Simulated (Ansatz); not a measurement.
# Sn12H22 bond rod (Sn₁₁PH₂₂): the relaxed shape and its frontier levels

Aim: characterise Sn12H22 bond rod (Sn₁₁PH₂₂) as a doublet: its structure, frontier levels and distribution of charge and spin.

Method: UKS PBE0-D4/def2-TZVP; program: Ansatz 0.2.0, Gaussian basis.

Plan: relaxation at PBE-D4/def2-SVP; a search for the lowest solution at PBE-D4/def2-SVP; a single point at PBE0-D4/def2-TZVP.

1 further run of the same task is left out (set aside as unsound or not needed).

**1. Starting geometry**

34 atoms, charge 0, spin multiplicity 2.

Atoms are counted from 1 here; the program's logs count them from 0.

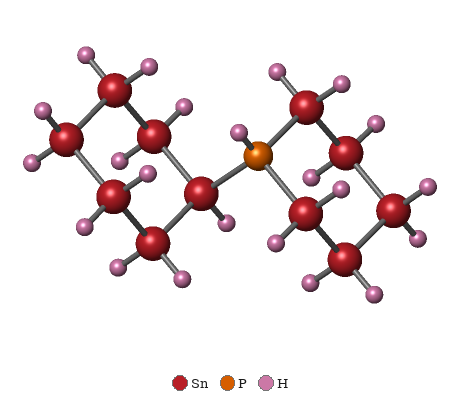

Start geometry, drawn with tin red, phosphorus orange, hydrogen pink.

Sn takes a core potential in the def2 sets. No spin-orbit coupling is included.

The start is a built from a lattice or polyhedron geometry.

**2. Relaxation at PBE-D4/def2-SVP**

File in.yaml:

```yaml
crystal:
  periodic: [false, false, false]
  atoms:
    - {symbol: Sn, position_ang: [-2.423100, 0.829000, -4.045900]}
    - {symbol: Sn, position_ang: [-2.447900, 0.830300, 2.445900]}
    - {symbol: Sn, position_ang: [0.808600, -2.419600, -4.045300]}
    - {symbol: Sn, position_ang: [0.821100, -2.427900, 2.447400]}
    - {symbol: P, position_ang: [0.805600, 0.814200, -0.813000]}
    - {symbol: Sn, position_ang: [0.825700, 0.817300, 5.679800]}
    - {symbol: Sn, position_ang: [-0.817500, -0.809700, -5.673200]}
    - {symbol: Sn, position_ang: [-0.810000, -0.786400, 0.831800]}
    - {symbol: Sn, position_ang: [-0.846500, 2.410800, -2.430900]}
    - {symbol: Sn, position_ang: [-0.812100, 2.442400, 4.064900]}
    - {symbol: Sn, position_ang: [2.471000, -0.822500, -2.434000]}
    - {symbol: Sn, position_ang: [2.469800, -0.796100, 4.071600]}
    - {symbol: H, position_ang: [-3.429100, -0.201100, -3.055300]}
    - {symbol: H, position_ang: [-3.419700, 1.791300, -5.054100]}
    - {symbol: H, position_ang: [-3.422400, -0.190500, 3.430800]}
    - {symbol: H, position_ang: [-3.419900, 1.810300, 1.438500]}
    - {symbol: H, position_ang: [-0.167500, -3.408000, -3.053000]}
    - {symbol: H, position_ang: [1.797500, -3.410400, -5.051400]}
    - {symbol: H, position_ang: [-0.163200, -3.437400, 3.445900]}
    - {symbol: H, position_ang: [1.809400, -3.440100, 1.441400]}
    - {symbol: H, position_ang: [1.625800, 1.629100, -0.012300]}
    - {symbol: H, position_ang: [-0.193000, -0.173400, 6.670200]}
    - {symbol: H, position_ang: [1.813300, 1.821100, 6.652500]}
    - {symbol: H, position_ang: [-1.795000, -1.780500, -6.670800]}
    - {symbol: H, position_ang: [0.175100, 0.198500, -6.662600]}
    - {symbol: H, position_ang: [-1.785400, -1.804000, -0.198600]}
    - {symbol: H, position_ang: [-1.800500, 3.425500, -1.423600]}
    - {symbol: H, position_ang: [0.190100, 3.407800, -3.439300]}
    - {symbol: H, position_ang: [-1.785600, 3.442400, 5.045100]}
    - {symbol: H, position_ang: [0.187200, 3.438900, 3.075700]}
    - {symbol: H, position_ang: [3.445400, -1.795000, -1.436700]}
    - {symbol: H, position_ang: [3.428300, 0.203100, -3.455100]}
    - {symbol: H, position_ang: [3.430100, -1.798400, 5.033300]}
    - {symbol: H, position_ang: [3.437200, 0.177500, 3.081600]}
basis:
  gaussian: {orbitals: def2-SVP, fitting: {mean_field: def2-universal-jkfit}}
magnetization: {spin_polarized: true, initial_magnetization: 1}
hamiltonian: {xc: pbe, dispersion: d4}
scf: {lower_state_search: "off"}
output: {orbitals: {seedname: orbitals}}
relax: {f_tol: 0.03, max_steps: 70}
```

Command:

```console
ansatz run in.yaml --threads 2 --pin off --events-out ev --progress --plain --max-ram 32768MiB --backend cuda --devices 0, --max-vram 18GiB
```

What it wrote:

```text
Functional definition: PBE
  name "PBE"
  cite "Perdew, Burke & Ernzerhof, Phys. Rev. Lett. 77, 3865 (1996) doi:10.1103/PhysRevLett.77.3865"
  parent pbe
  parameter kappa = 0.804
  parameter beta = 0.06672455060314922
  exchange = pbe_x(kappa = kappa, mu = beta*pi^2/3)
  correlation = pbe_c(beta = beta)
these checks for a lower state are left out or cut short: stability, starts, cluster_reference, orbital_swaps, neighbouring_geometries, increment
2922 factors; integrals over basis functions are off by at most 3.5e-1 eV
mean field evaluation 1: about -73779.1014 eV, gradient 2.4e1 eV
mean field evaluation 2: about -73778.9637 eV, gradient 2.4e1 eV
mean field evaluation 4: about -73783.3578 eV, gradient 2.9e0 eV
mean field evaluation 8: about -73783.4262 eV, gradient 1.9e-1 eV
mean field evaluation 16: about -73783.4266 eV, gradient 5.1e-4 eV
mean field -73783.42658520 eV, -2711.4909148033 hartree, gradient 2.9e-6 eV, S^2 0.751431; 0 other end points of the search recorded, 0 dependent functions left out
the calculation of the forces begins
reference -73783.42669981 eV, -2711.4909190151 hartree; 140, 139 occupied and 274, 275 virtual orbitals, 2922 factors
relax step   1: F+E_penalty+E_count = -73785.04852661 eV  Δ(F+E_penalty+E_count) = +0.000e0 eV  max|allowed force component| = 1.290e0 eV/Å  Δτ_max = 0.0000 Å  (20 SCF iters, accepted)
these checks for a lower state are left out or cut short: stability, starts, cluster_reference, orbital_swaps, neighbouring_geometries, increment
2922 factors; integrals over basis functions are off by at most 3.5e-1 eV
mean field -73783.71967767 eV, -2711.5016857528 hartree, gradient 2.8e-6 eV, S^2 0.751460; 0 other end points of the search recorded, 0 dependent functions left out
the calculation of the forces begins
reference -73783.71979223 eV, -2711.5016899629 hartree; 140, 139 occupied and 274, 275 virtual orbitals, 2922 factors
relax step   2: F+E_penalty+E_count = -73785.36844738 eV  Δ(F+E_penalty+E_count) = -3.199e-1 eV  max|allowed force component| = 5.172e-1 eV/Å  Δτ_max = 0.1944 Å  (24 SCF iters, accepted)
these checks for a lower state are left out or cut short: stability, starts, cluster_reference, orbital_swaps, neighbouring_geometries, increment
2922 factors; integrals over basis functions are off by at most 3.4e-1 eV
mean field evaluation 32: about -73783.8166 eV, gradient 7.1e0 eV
mean field -73783.88646923 eV, -2711.5078152299 hartree, gradient 3.6e-6 eV, S^2 0.751885; 0 other end points of the search recorded, 0 dependent functions left out
the calculation of the forces begins
reference -73783.88658417 eV, -2711.5078194537 hartree; 140, 139 occupied and 274, 275 virtual orbitals, 2922 factors
relax step   3: F+E_penalty+E_count = -73785.52468416 eV  Δ(F+E_penalty+E_count) = -1.562e-1 eV  max|allowed force component| = 1.953e-1 eV/Å  Δτ_max = 0.1950 Å  (22 SCF iters, accepted)
[... from here on, the SCF cycles and remarks between the steps are left out ...]
relax step   4: F+E_penalty+E_count = -73785.59097279 eV  Δ(F+E_penalty+E_count) = -6.629e-2 eV  max|allowed force component| = 3.042e-1 eV/Å  Δτ_max = 0.2000 Å  (21 SCF iters, accepted)
relax step   5: F+E_penalty+E_count = -73785.62903661 eV  Δ(F+E_penalty+E_count) = -3.806e-2 eV  max|allowed force component| = 4.099e-1 eV/Å  Δτ_max = 0.1999 Å  (21 SCF iters, accepted)
relax step   6: F+E_penalty+E_count = -73785.65823561 eV  Δ(F+E_penalty+E_count) = -2.920e-2 eV  max|allowed force component| = 1.913e-1 eV/Å  Δτ_max = 0.2000 Å  (20 SCF iters, accepted)
relax step   7: F+E_penalty+E_count = -73785.68652003 eV  Δ(F+E_penalty+E_count) = -2.828e-2 eV  max|allowed force component| = 1.518e-1 eV/Å  Δτ_max = 0.1827 Å  (20 SCF iters, accepted)
relax step   8: F+E_penalty+E_count = -73785.71069229 eV  Δ(F+E_penalty+E_count) = -2.417e-2 eV  max|allowed force component| = 2.912e-1 eV/Å  Δτ_max = 0.1951 Å  (20 SCF iters, accepted)
relax step   9: F+E_penalty+E_count = -73785.73230573 eV  Δ(F+E_penalty+E_count) = -2.161e-2 eV  max|allowed force component| = 1.957e-1 eV/Å  Δτ_max = 0.1139 Å  (19 SCF iters, accepted)
relax step  10: F+E_penalty+E_count = -73785.75018898 eV  Δ(F+E_penalty+E_count) = -1.788e-2 eV  max|allowed force component| = 1.332e-1 eV/Å  Δτ_max = 0.1752 Å  (19 SCF iters, accepted)
relax step  11: F+E_penalty+E_count = -73785.75033362 eV  Δ(F+E_penalty+E_count) = -1.446e-4 eV  max|allowed force component| = 2.925e-1 eV/Å  Δτ_max = 0.1751 Å  (20 SCF iters, accepted)
relax step  12: F+E_penalty+E_count = -73785.76659458 eV  Δ(F+E_penalty+E_count) = -1.626e-2 eV  max|allowed force component| = 7.396e-2 eV/Å  Δτ_max = 0.0610 Å  (19 SCF iters, accepted)
relax step  13: F+E_penalty+E_count = -73785.77247575 eV  Δ(F+E_penalty+E_count) = -5.881e-3 eV  max|allowed force component| = 4.491e-2 eV/Å  Δτ_max = 0.0772 Å  (20 SCF iters, accepted)
relax step  14: F+E_penalty+E_count = -73785.77476280 eV  Δ(F+E_penalty+E_count) = -2.287e-3 eV  max|allowed force component| = 2.639e-2 eV/Å  Δτ_max = 0.0408 Å  (18 SCF iters, accepted)
relax step  15: F+E_penalty+E_count = -73785.77706356 eV  Δ(F+E_penalty+E_count) = -2.301e-3 eV  max|allowed force component| = 2.098e-2 eV/Å  Δτ_max = 0.0624 Å  (19 SCF iters, accepted)
relax step  16: F+E_penalty+E_count = -73785.77951569 eV  Δ(F+E_penalty+E_count) = -2.452e-3 eV  max|allowed force component| = 4.018e-2 eV/Å  Δτ_max = 0.1079 Å  (18 SCF iters, accepted)
relax step  17: F+E_penalty+E_count = -73785.78169860 eV  Δ(F+E_penalty+E_count) = -2.183e-3 eV  max|allowed force component| = 4.824e-2 eV/Å  Δτ_max = 0.0962 Å  (18 SCF iters, accepted)
relax step  18: F+E_penalty+E_count = -73785.78507439 eV  Δ(F+E_penalty+E_count) = -3.376e-3 eV  max|allowed force component| = 8.013e-2 eV/Å  Δτ_max = 0.1331 Å  (18 SCF iters, accepted)
relax step  19: F+E_penalty+E_count = -73785.78804670 eV  Δ(F+E_penalty+E_count) = -2.972e-3 eV  max|allowed force component| = 8.495e-2 eV/Å  Δτ_max = 0.0863 Å  (18 SCF iters, accepted)
relax step  20: F+E_penalty+E_count = -73785.77360185 eV  Δ(F+E_penalty+E_count) = +1.444e-2 eV  max|allowed force component| = 1.895e-1 eV/Å  Δτ_max = 0.1970 Å  (19 SCF iters, rejected (line search))
relax step  21: F+E_penalty+E_count = -73785.79128266 eV  Δ(F+E_penalty+E_count) = -3.236e-3 eV  max|allowed force component| = 7.912e-2 eV/Å  Δτ_max = 0.0963 Å  (19 SCF iters, accepted)
relax step  22: F+E_penalty+E_count = -73785.78498165 eV  Δ(F+E_penalty+E_count) = +6.301e-3 eV  max|allowed force component| = 2.161e-1 eV/Å  Δτ_max = 0.0951 Å  (20 SCF iters, rejected (line search))
relax step  23: F+E_penalty+E_count = -73785.79697303 eV  Δ(F+E_penalty+E_count) = -5.690e-3 eV  max|allowed force component| = 1.773e-2 eV/Å  Δτ_max = 0.0463 Å  (19 SCF iters, accepted)
these checks for a lower state are left out or cut short: stability, starts, cluster_reference, orbital_swaps, neighbouring_geometries, increment
2922 factors; integrals over basis functions are off by at most 3.5e-1 eV
mean field -73784.14708391 eV, -2711.5173926423 hartree, gradient 1.4e-6 eV, S^2 0.752204; 0 other end points of the search recorded, 0 dependent functions left out
the calculation of the forces begins
reference -73784.14719845 eV, -2711.5173968517 hartree; 140, 139 occupied and 274, 275 virtual orbitals, 2922 factors
relax step  24: F+E_penalty+E_count = -73785.79867206 eV  Δ(F+E_penalty+E_count) = -1.699e-3 eV  max|allowed force component| = 1.632e-2 eV/Å  Δτ_max = 0.0490 Å  (19 SCF iters, accepted)
Total energy: -73785.79878660 eV, -2711.5780915969 hartree
Atom 0 at    -2.315663     0.557068    -3.741944 Å, force     0.012950     0.000783    -0.003294 eV/Å
Atom 1 at    -2.654414     1.111591     2.548477 Å, force     0.000193    -0.001684    -0.005463 eV/Å
Atom 2 at     1.284933    -2.212932    -4.654647 Å, force    -0.005496     0.016319     0.009495 eV/Å
Atom 3 at     0.420669    -2.444445     2.626847 Å, force     0.004442    -0.005069     0.000188 eV/Å
Atom 4 at     0.751615    -0.118798    -0.923636 Å, force     0.001346     0.001910     0.008239 eV/Å
Atom 5 at     0.834737     0.968498     5.625697 Å, force    -0.001538    -0.005172     0.005634 eV/Å
Atom 6 at    -0.893588    -0.809335    -5.748921 Å, force    -0.002916    -0.004360     0.005196 eV/Å
Atom 7 at    -1.154448    -0.758827     0.994030 Å, force    -0.000013    -0.000023    -0.007047 eV/Å
Atom 8 at    -0.479685     1.830493    -2.043514 Å, force    -0.000115    -0.000190    -0.002321 eV/Å
Atom 9 at    -0.891659     2.621038     4.142477 Å, force     0.002387     0.003206    -0.000137 eV/Å
Atom 10 at     2.637566    -0.601471    -2.784294 Å, force     0.010764     0.005484    -0.002174 eV/Å
Atom 11 at     2.254938    -0.735282     3.897982 Å, force    -0.009458     0.000948     0.002170 eV/Å
Atom 12 at    -3.226251    -0.544332    -2.763289 Å, force    -0.002900    -0.003343     0.004574 eV/Å
Atom 13 at    -3.416715     1.720269    -4.405370 Å, force    -0.005940     0.003076    -0.001607 eV/Å
Atom 14 at    -3.855164     0.356646     3.562954 Å, force     0.001166     0.002989     0.000022 eV/Å
Atom 15 at    -3.513657     2.188507     1.484064 Å, force     0.002415    -0.006385    -0.000723 eV/Å
Atom 16 at     0.666228    -3.601544    -3.819778 Å, force    -0.000742    -0.005165    -0.000975 eV/Å
Atom 17 at     2.311559    -2.787801    -5.930214 Å, force     0.005472    -0.001837    -0.009010 eV/Å
Atom 18 at    -0.470144    -3.324266     3.832483 Å, force     0.003206     0.003401    -0.003481 eV/Å
Atom 19 at     1.256066    -3.612591     1.646360 Å, force    -0.006497     0.004051     0.010895 eV/Å
Atom 20 at     1.571986     0.683725    -0.054159 Å, force    -0.002260    -0.007267    -0.003724 eV/Å
Atom 21 at    -0.111224    -0.008680     6.705501 Å, force    -0.001932     0.004289    -0.000113 eV/Å
Atom 22 at     1.899012     1.921222     6.614548 Å, force     0.001383     0.001663    -0.005900 eV/Å
Atom 23 at    -1.968765    -1.868499    -6.606440 Å, force    -0.000070     0.003436    -0.001636 eV/Å
Atom 24 at    -0.320409     0.373192    -6.881716 Å, force     0.000292     0.003469     0.000878 eV/Å
Atom 25 at    -2.251479    -1.763938     0.065679 Å, force    -0.000648    -0.001794     0.000921 eV/Å
Atom 26 at    -1.179781     2.784863    -0.778204 Å, force    -0.000343     0.002536     0.003404 eV/Å
Atom 27 at     0.689391     2.786309    -2.897651 Å, force    -0.003903    -0.002217     0.005079 eV/Å
Atom 28 at    -1.764080     3.689639     5.200052 Å, force     0.003052     0.000795    -0.006001 eV/Å
Atom 29 at     0.076403     3.623797     3.104152 Å, force    -0.004246    -0.003547    -0.001275 eV/Å
Atom 30 at     3.901400    -1.506054    -2.000396 Å, force    -0.003489     0.003433    -0.001526 eV/Å
Atom 31 at     3.370556     0.796738    -3.535303 Å, force    -0.005807    -0.009348     0.004347 eV/Å
Atom 32 at     3.523385    -1.573277     4.736053 Å, force     0.005836    -0.002205     0.003765 eV/Å
Atom 33 at     3.019483     0.246975     2.683421 Å, force     0.003409    -0.002183    -0.008401 eV/Å
Dipole moment:     0.032936     0.111601    -0.443671 e Å
Checks for a lower state left out: stability, starts, cluster_reference, orbital_swaps, neighbouring_geometries, increment
```

Wall time 2.6 min (1 × H100 (card shared with other runs) with 2 threads of AMD EPYC 7R13, shared host).

The steps of the relaxation: (the energy doesn't fall at every step)

```
step  energy from step 1 (eV)  largest force component (eV/Å)
   1                   0.0000                          1.2895
   2                  -0.3199                          0.5172
   3                  -0.4762                          0.1953
   4                  -0.5424                          0.3042
   5                  -0.5805                          0.4099
   6                  -0.6097                          0.1913
   7                  -0.6380                          0.1518
   8                  -0.6622                          0.2912
   9                  -0.6838                          0.1957
  10                  -0.7017                          0.1332
  11                  -0.7018                          0.2925
  12                  -0.7181                          0.0740
  13                  -0.7239                          0.0449
  14                  -0.7262                          0.0264
  15                  -0.7285                          0.0210
  16                  -0.7310                          0.0402
  17                  -0.7332                          0.0482
  18                  -0.7365                          0.0801
  19                  -0.7395                          0.0850
  20                  -0.7251                          0.1895
  21                  -0.7428                          0.0791
  22                  -0.7365                          0.2161
  23                  -0.7484                          0.0177
  24                  -0.7501                          0.0163
```

The force was under the threshold of 0.03 eV/Å already at step 14, but the program went on to step 24.

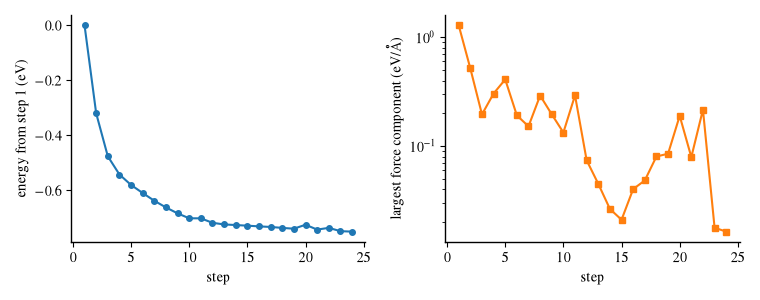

Energy and largest force along the relaxation.

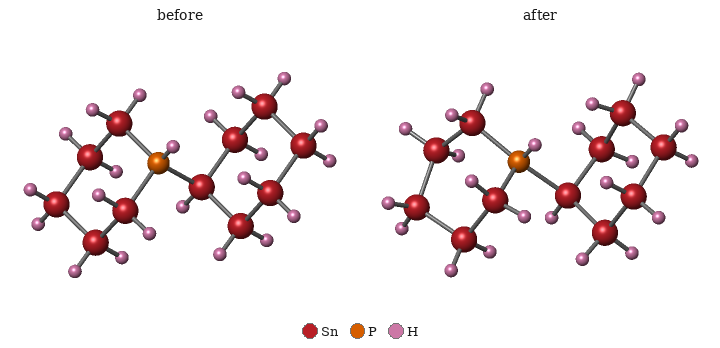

The geometry before (left) and after (right).

Close pairs (by a distance rule), those that changed most:

```
    bond  before (Å)  after (Å)  change (Å)
  P5–Sn9       2.810      2.563      -0.247
 P5–Sn11       2.843      2.693      -0.150
 Sn1–Sn9       2.756      2.807      +0.051
Sn12–H33       1.689      1.736      +0.047
Sn12–H34       1.692      1.739      +0.047
 Sn2–Sn8       2.811      2.857      +0.046
Sn11–H31       1.700      1.741      +0.041
 Sn7–H24       1.701      1.736      +0.035
```

Bonds by kind at the end (by distance):

```
 bond  count  shortest (Å)  longest (Å)
Sn–Sn     10         2.807        2.857
 P–Sn      3         2.563        2.779
 H–Sn     21         1.732        1.754
  H–P      1         1.440        1.440
```

**3. Searching for the lowest solution, PBE-D4/def2-SVP**

start.molden holds the orbitals of an earlier run on this state, given as this run's starting guess.

File in.yaml:

```yaml
crystal:
  periodic: [false, false, false]
  atoms:
    - {symbol: Sn, position_ang: [-2.315663, 0.557068, -3.741944]}
    - {symbol: Sn, position_ang: [-2.654414, 1.111591, 2.548477]}
    - {symbol: Sn, position_ang: [1.284933, -2.212932, -4.654647]}
    - {symbol: Sn, position_ang: [0.420669, -2.444445, 2.626847]}
    - {symbol: P, position_ang: [0.751615, -0.118798, -0.923636]}
    - {symbol: Sn, position_ang: [0.834737, 0.968498, 5.625697]}
    - {symbol: Sn, position_ang: [-0.893588, -0.809335, -5.748921]}
    - {symbol: Sn, position_ang: [-1.154448, -0.758827, 0.994030]}
    - {symbol: Sn, position_ang: [-0.479685, 1.830493, -2.043514]}
    - {symbol: Sn, position_ang: [-0.891659, 2.621038, 4.142477]}
    - {symbol: Sn, position_ang: [2.637566, -0.601471, -2.784294]}
    - {symbol: Sn, position_ang: [2.254938, -0.735282, 3.897982]}
    - {symbol: H, position_ang: [-3.226251, -0.544332, -2.763289]}
    - {symbol: H, position_ang: [-3.416715, 1.720269, -4.405370]}
    - {symbol: H, position_ang: [-3.855164, 0.356646, 3.562954]}
    - {symbol: H, position_ang: [-3.513657, 2.188507, 1.484064]}
    - {symbol: H, position_ang: [0.666228, -3.601544, -3.819778]}
    - {symbol: H, position_ang: [2.311559, -2.787801, -5.930214]}
    - {symbol: H, position_ang: [-0.470144, -3.324266, 3.832483]}
    - {symbol: H, position_ang: [1.256066, -3.612591, 1.646360]}
    - {symbol: H, position_ang: [1.571986, 0.683725, -0.054159]}
    - {symbol: H, position_ang: [-0.111224, -0.008680, 6.705501]}
    - {symbol: H, position_ang: [1.899012, 1.921222, 6.614548]}
    - {symbol: H, position_ang: [-1.968765, -1.868499, -6.606440]}
    - {symbol: H, position_ang: [-0.320409, 0.373192, -6.881716]}
    - {symbol: H, position_ang: [-2.251479, -1.763938, 0.065679]}
    - {symbol: H, position_ang: [-1.179781, 2.784863, -0.778204]}
    - {symbol: H, position_ang: [0.689391, 2.786309, -2.897651]}
    - {symbol: H, position_ang: [-1.764080, 3.689639, 5.200052]}
    - {symbol: H, position_ang: [0.076403, 3.623797, 3.104152]}
    - {symbol: H, position_ang: [3.901400, -1.506054, -2.000396]}
    - {symbol: H, position_ang: [3.370556, 0.796738, -3.535303]}
    - {symbol: H, position_ang: [3.523385, -1.573277, 4.736053]}
    - {symbol: H, position_ang: [3.019483, 0.246975, 2.683421]}
basis:
  gaussian: {orbitals: def2-SVP, fitting: {mean_field: def2-universal-jkfit}, initial_orbitals: start.molden}
magnetization: {spin_polarized: true, initial_magnetization: 1}
hamiltonian: {xc: pbe, dispersion: d4}
output: {orbitals: {seedname: orbitals}}
```

Same command.

What it wrote:

```text
Functional definition: PBE
  name "PBE"
  cite "Perdew, Burke & Ernzerhof, Phys. Rev. Lett. 77, 3865 (1996) doi:10.1103/PhysRevLett.77.3865"
  parent pbe
  parameter kappa = 0.804
  parameter beta = 0.06672455060314922
  exchange = pbe_x(kappa = kappa, mu = beta*pi^2/3)
  correlation = pbe_c(beta = beta)
2922 factors; integrals over basis functions are off by at most 3.5e-1 eV
mean field evaluation 1: about -73784.1537 eV, gradient 2.5e-2 eV
mean field evaluation 2: about -73784.1470 eV, gradient 7.8e-4 eV
mean field evaluation 4: about -73784.1470 eV, gradient 1.5e-5 eV
mean field evaluation 8: about -73784.1129 eV, gradient 2.2e0 eV
mean field evaluation 16: about -73784.1470 eV, gradient 3.3e-3 eV
mean field -73784.14702488 eV, -2711.5173904731 hartree, gradient 1.5e-5 eV, S^2 0.752204; 3 other end points of the search recorded, 0 dependent functions left out
reference -73784.14714045 eV, -2711.5173947202 hartree; 140, 139 occupied and 274, 275 virtual orbitals, 2922 factors
Total energy: -73785.79872857 eV, -2711.5780894642 hartree
```

Wall time 14 s (1 × H100 (card shared with other runs) with 2 threads of AMD EPYC 7R13, shared host).

Report: HOMO -4.09 eV, LUMO -3.69 eV (over both spins); ⟨S²⟩ 0.752 (pure: 0.75).

[end of part 1 of 2]
